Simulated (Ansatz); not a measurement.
# BeHg (built on the sites of a database entry of SrHg): from the cell to its phonons, part 2 of 2

Aim: the vibrations of BeHg (built on the sites of a database entry of SrHg), their spectra, and whether the structure is stable.

Ansatz 0.2.0; DFT PBEsol, scalar-relativistic, plane waves, PseudoDojo norm-conserving pseudopotentials.

So far. Step 4 (Relaxing to small forces for the phonons): The forces vanish by symmetry and the pressure is 0.000 GPa, within the tolerances set. The cell now holds 14.61 Å³/atom. Step 5 (Zone-centre response): Before it was imposed, the acoustic sum rule was missed by 3.3e-4 eV/Å². Small misses are needed for a sound result but don't prove that mesh and cutoff are converged. The lowest optical mode is real, 216 cm⁻¹. The relaxed cell has a = 3.080 Å (conventional setting).

The structure was built from a prototype and need not be the compound's stable phase.

## 6. Response at finite wavevector

Stability and thermal properties need the whole zone. Linear response on a 4×4×4 q mesh gives force constants as far as a supercell of that size would.

Contents of input.yaml:

```yaml
crystal:
  lattice:
    - [3.0800949983, 0.0, 0.0]
    - [0.0, 3.0800949983, 0.0]
    - [0.0, 0.0, 3.0800949983]
  atoms:
    - { symbol: Be, position: [0.5, 0.5, 0.5] }
    - { symbol: Hg, position: [0.0, 0.0, 0.0] }
kpoints:
  mp_grid: { grid: [12, 12, 12] }
hamiltonian:
  xc: pbesol
  pseudopotentials: { kind: nc, accuracy: standard }
scf:
  occupations: { method: methfessel_paxton, width: 0.15 }
output:
  eigenvalues: true
phonons:
  method: dfpt
  qmesh: [4, 4, 4]
  temperatures: { t_max: 1000, t_step: 50 }
  qpath:
    path:
      - [[0.0, 0.0, 0.0], [0.0, 0.5, 0.0], [0.5, 0.5, 0.0], [0.0, 0.0, 0.0], [0.5, 0.5, 0.5], [0.0, 0.5, 0.0]]
      - [[0.5, 0.5, 0.5], [0.5, 0.5, 0.0]]
    npoints: 10
```

Launch:

```bash
> ansatz run input.yaml --threads 4 --pin off --max-ram 7168MiB --backend cpu --events-out ev --progress --plain --runs-dir out
```

Numbers of over 12 decimals in the logs are rounded to 6 here.

Log:

```text
[...]
Crystal: 2 atoms, lattice volume = 29.221 Å³
Basis set: ecut = 1197.300995 eV, 2777 PW (Γ), exchange–correlation on 72×72×72 points (8 copies of the dense FFT grid, shifted against one another)
Bands: 16, of which v1, the nominal top of the filled ones, is band 12 counted from 1 (11 counted from 0)
Symmetry: 48 space group operations
k-points: 84 of 1728
[...]
SCF iter   1: F=—  HF=-4909.675338 eV  |F-HF|=—  |Δ(HF+E_count)|=         —  Δρ=6.81e-2  dr2=2.01e0  ethr=3.10e-3  ⟨swp⟩=6.5  Hψ=8261  notcnv=0
[...]
SCF iter   9: F=-4909.028383 eV  HF=-4909.028383 eV  |F-HF|=1.82e-12  |Δ(HF+E_count)|=  1.64e-11  S|Δr|=    0.00e0  Δρ=1.05e-7  dr2=7.32e-13  ethr=1.00e-12  ⟨swp⟩=10.1  Hψ=9254  notcnv=0
SCF 1 converged in 9 iterations: F = -4909.028383 eV  dr2 = 7.32e-13
[...]
SCF iter   6: F=-4909.028383 eV  HF=-4909.028383 eV  |F-HF|=5.46e-12  |Δ(HF+E_count)|=  9.09e-13  S|Δr|=    0.00e0  Δρ=1.56e-7  dr2=5.52e-12  ethr=1.00e-12  ⟨swp⟩=3.9  Hψ=3848  notcnv=0
SCF 2 converged in 6 iterations: F = -4909.028383 eV  dr2 = 5.52e-12
phonons: the bands overlap, so this run is a metal and interpolates without the dipole-dipole term. If the crystal is really an insulator or semiconductor, its LO-TO splitting is missing
NSCF: frozen V_eff on 84 k-points
[...]
DFPT response loops at q = (0, 0, 0) (fractional): preconditioner auto → Kerker (q_TF=auto, 2.640 Å⁻¹) (partly filled bands, converged f_vac=0.000); β = 1.00, the filter's whole step (`scf.mixing.beta` (0.50) is not read by the response loops under this deck's `scf.mixing.preconditioner`; to damp them name `kerker` or `kerker_dos`, under which they read `scf.mixing.beta`, and type it under 1.00, their step now; both keys bind the ground state too); Broyden in place of MSR1
[...]
SCF converged after 9 iterations
[...]
Free energy (F): -4909.028383 eV
[...]
Internal energy: -4909.027664 eV  (E = F + TS)
E sigma→0 (E₀):  -4909.028203 eV
Entropy (-TS):   -0.000719 eV (-0.359 meV/atom)
Fermi energy:    15.916309 eV
[...]
--- Band table (eV; the first three rows and the last of 84) ---
  k-point 0: bands = [... 8 lower, 8.2633, 8.2633, 8.2633, 18.3177, 18.3177, 18.3177, 23.7234, 25.8509]
  k-point 1: bands = [... 8 lower, 8.2063, 8.2063, 8.2680, 17.6638, 18.4919, 18.4919, 23.9144, 25.7589]
  k-point 2: bands = [... 8 lower, 8.0560, 8.0560, 8.2810, 16.2231, 18.9922, 18.9922, 24.1169, 25.5075]
  k-point 83: bands = [... 8 lower, 8.9807, 8.9807, 17.3862, 17.3862, 17.3862, 17.4901, 17.6607, 18.5800]
--- Phonons (Γ-DFPT): 2 representative perturbations + reference (Σ response iterations 5) ---
  ASR residual: 2.379e-4 → 0.000e0 eV/Å²; symmetrization residual: 6.864e-7 eV/Å²
  ASR residual per site (eV/Å²): 1.18e-5 2.38e-4
  Γ frequencies (cm⁻¹): 0.00 0.00 0.00 216.18 216.18 216.18
--- Phonons (arbitrary-q DFPT): 10 irreducible q on the 4×4×4 mesh ---
  q = [0.0000, 0.0000, 0.0000] (star 1, of the zone-centre solve; hermiticity 9.26e-7, symmetrization 6.43e-14): -0.00 -0.00 0.00 216.18 216.18 216.18
  q = [0.0000, 0.0000, 0.2500] (star 6, 4 solved perturbations in 1848 linear systems a pass and spin channel, the states on 588 of 1728 k-point pairs; hermiticity 5.78e-7, symmetrization 8.81e-13, the responses' own estimated error 4.8e-5 eV/Å²): 20.87 20.87 79.76 204.27 204.27 231.88
[...]
q = [0.0000, 0.2500, -0.5000] (star 12, 6 solved perturbations on 588 of 1728 k-point pairs; hermiticity 2.61e-7, symmetrization 5.53e-8, the responses' own estimated error 4.6e-5 eV/Å²): 24.17 48.65 75.52 244.43 245.25 253.81
[...]
sum rule: each row above includes the acoustic sum rule's correction from the zone centre's row sums; it moved no ω² by more than (0.60 cm⁻¹)²
  mesh force constants: q→R imaginary residual 3.70e-18; ASR residual 2.379e-4 → 0.000e0 eV/Å²; symmetrization residual 2.665e-15 eV/Å²
  interpolated dispersion: 62 rows × 6 modes
  density of states and harmonic sums: on the 20×20×20 q-mesh, interpolated from the force constants of a 4×4×4 supercell (no non-analytic term)
  largest difference from the sums on the solved wave vectors: F 5.84e-2 eV, S 6.92e-5 and C_V 1.29e-5 eV/K
  zero-point energy: 0.048396 eV/cell   skipped modes (ω ≤ 0): 192, of them read as no rigid motion or as one in doubt: 189 (6.244e-1 modes/cell left out, lowest -77.46 cm⁻¹)   left out of the sums: 1.04e-1 of the cell's modes: C_V's classical limit lies that fraction below 3 k_B per atom; for a crystal, a wire or a layer, F and S can be off by more, and a phonons.interpolated_qmesh denser along its periods is the remedy for the sampling
```

It took 8.3 min on 4 threads of Arm Neoverse V2, shared host; peak memory 3.8 GiB; 33 min of CPU time.

Numbers from this step:

```
sum-rule residual before enforcement                    : 2.38e-4 eV/Å²
lowest frequency on the path                            : -77.46 cm⁻¹
highest frequency on the path or at a solved wavevector : 279.6 cm⁻¹
lowest mode on the q mesh (acoustic modes at Γ apart)   : -76.63 cm⁻¹
```

Frequencies (cm⁻¹) solved at each irreducible wavevector; negative means imaginary. Frequencies by wavevector, by row:

```csv
q in reciprocal lattice units,star,mode 1,mode 2,mode 3,mode 4,mode 5,mode 6
0 0 0,1,0,0,0,216.2,216.2,216.2
0 0 0.25,6,20.9,20.9,79.8,204.3,204.3,231.9
0 0 -0.5,3,28.4,28.4,108.1,200,200,250.6
0 0.25 0.25,12,-14.9,26.4,82,229.7,234.2,237.8
0 0.25 -0.5,12,24.2,48.6,75.5,244.4,245.2,253.8
0 -0.5 -0.5,3,-76.6,-76.6,-24.2,233.3,233.3,269.6
0.25 0.25 0.25,8,24,24,69.1,196.2,196.2,279.6
0.25 0.25 -0.5,12,-21.2,70.6,72.6,129.6,221.4,266.3
0.25 -0.5 -0.5,6,-73,-73,72.5,186.2,186.2,215.3
-0.5 -0.5 -0.5,1,77.2,77.2,77.2,90.4,90.4,90.4
```

Interpolated from a 4×4×4 q mesh. The phonon branches at the labelled points (cm⁻¹):

| point | branch 1 | branch 2 | branch 3 | branch 4 | branch 5 | branch 6 |
| --- | --- | --- | --- | --- | --- | --- |
| Γ | 0 | 0 | 0 | 216 | 216 | 216 |
| X | 28 | 28 | 108 | 200 | 200 | 251 |
| M | -77 | -77 | -24 | 233 | 233 | 270 |
| Γ | 0 | 0 | 0 | 216 | 216 | 216 |
| R | 77 | 77 | 77 | 90 | 90 | 90 |
| X | 28 | 28 | 108 | 200 | 200 | 251 |
| jump to R | 77 | 77 | 77 | 90 | 90 | 90 |
| M | -77 | -77 | -24 | 233 | 233 | 270 |

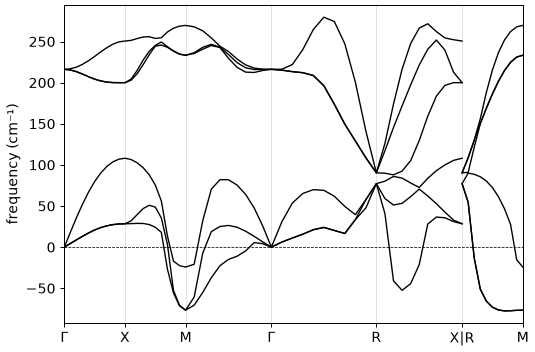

Phonon branches along the path.

The phonon density of states has structure finer than the step of the table below, so its rows give means over 25 cm⁻¹, whole bins alone (the curve runs from -77.5 to 282 cm⁻¹). Peaks (cm⁻¹: height): 27.5: 0.0579, 72.5: 0.0360, 212.5: 0.0393, 267.5: 0.0328.

Tetrahedra on a 20×20×20 mesh, mean over bins of 5 cm-1. Interpolated from a 4×4×4 q mesh. Table of phonon density of states by wavenumber; means over each step:

```
wavenumber (cm⁻¹)  phonon density of states (1/cm⁻¹/cell)
              -50                                 0.00963
              -25                                 0.00805
                0                                  0.0115
               25                                  0.0364
               50                                  0.0184
               75                                  0.0268
              100                                 0.00681
              125                                 0.00286
              150                                 0.00489
              175                                 0.00814
              200                                  0.0240
              225                                  0.0351
              250                                  0.0290
```

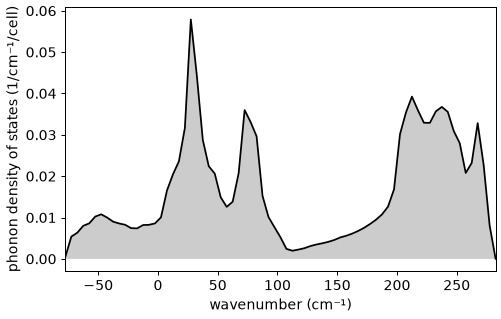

Phonon density of states against wavenumber.

The partial phonon density of states has structure finer than the step of the table below, so its rows give means over 25 cm⁻¹, whole bins alone (the curve runs from -85.9 to 299 cm⁻¹). Peaks (cm⁻¹: height): Be 211.7: 0.0348, 267.3: 0.0281; Hg -13.3: 0.0102, 27.8: 0.0508, 73.8: 0.0324.

Phonopy on the run's constants, 19x19x19 mesh, Gaussian sigma 2.7 cm-1. Interpolated from a 4×4×4 q mesh. Table of partial phonon density of states by wavenumber; means over each step; values in 1/cm⁻¹/cell:

```csv
wavenumber (cm⁻¹),Be,Hg
-50,0.00253,0.00711
-25,0.00171,0.00791
0,6.7e-4,0.00703
25,0.00195,0.0351
50,0.00135,0.0180
75,0.00125,0.0254
100,9.4e-4,0.00638
125,0.00207,7.5e-4
150,0.00380,0.00104
175,0.00703,0.00140
200,0.0220,0.00190
225,0.0313,0.00301
250,0.0277,0.00167
275,0.0147,6.0e-4
```

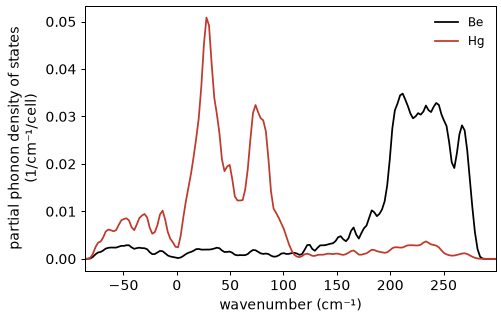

Partial phonon density of states, plotted against wavenumber.

Second derivatives of the energy by pair, one row for each kind of neighbour of each atom listed. Each entry sums the pair over the periodic images of the supercell that the q mesh stands for, and in a polar crystal it holds the long-range dipole part too. Force constants by pair, by row:

```csv
atom,neighbour,distance (Å),third of the trace (eV/Å²),along the pair's line (eV/Å²)
Be1,itself,0,1.554,–
Be1,Hg,2.667,-0.2024,-1.134
Be1,Be,3.08,0.0726,0.0874
Be1,Be,4.356,-0.0686,-0.2233
Be1,Hg,5.108,0.0152,0.0491
Be1,Be,5.335,0.0243,0.1109
Be1,Be,6.16,-0.0168,-0.0488
Be1,Hg,6.713,-0.0047,-0.0269
Be1,Be,6.887,-0.0028,0.0072
Hg2,itself,0,4.24,–
Hg2,Be,2.667,-0.2024,-1.134
Hg2,Hg,3.08,-0.3859,-1.648
Hg2,Hg,4.356,-0.0292,-0.1323
Hg2,Be,5.108,0.0152,0.0491
Hg2,Hg,5.335,-0.0133,-0.0131
Hg2,Hg,6.16,-0.0894,-0.2628
Hg2,Be,6.713,-0.0047,-0.0269
Hg2,Hg,6.887,0.0072,0.0291
```

Symmetry leaves 10 wavevectors to solve. The lowest mode among them, the acoustic zeros apart, lies at q = (0, -0.5, -0.5) and is imaginary, 76.6i cm⁻¹, so the energy falls along it.

## 7. Outcome

```yaml
space_group_after_relaxation_within_0p01_a: Pm-3m
volume_per_atom: 14.6 Å³
electronic_character: no gap on this mesh
highest_optical_mode_at_the_zone_centre_no_lo_to_term: 216 cm⁻¹
lowest_optical_zone_centre_mode: 216 cm⁻¹
lowest_mode_on_the_q_mesh_acoustic_modes_at_gamma_apart: -76.6 cm⁻¹
highest_frequency_on_the_path_or_at_a_solved_wavevector: 280 cm⁻¹
imaginary_modes_on_the_4x4x4_q_mesh: yes
```

In words: Modes are clearly imaginary (beyond 10i cm⁻¹) at 4 of the 10 irreducible wavevectors, most at q = (0, -0.5, -0.5) (76.6i cm⁻¹), so this structure is not a minimum of the energy. The optical modes at Γ form one degenerate level at 216 cm⁻¹. The highest mode in this list at Γ, 216.2 cm⁻¹, is mostly motion of Be (96 % of the kinetic energy). With no gap, or one that is small against the smearing, the frequencies hang on the k mesh and the smearing, most of all near Kohn anomalies. Spin-orbit coupling is left out, which can matter for the heavy elements here. The starting cell was built on a prototype and not taken from a measurement, so the phase need not exist. These are harmonic frequencies at zero temperature: anharmonic shifts, linewidths and thermal expansion are left out.

[Logs are printed without paths, hosts, clocks, repeated set-up lines and the standing remarks that a program may print on its own settings, such as how far it seeks lower states.]

[Hosts, paths, dates, database ids (printed as entryN), source tags and the programs' standing remarks are cut or masked in the printed files.]
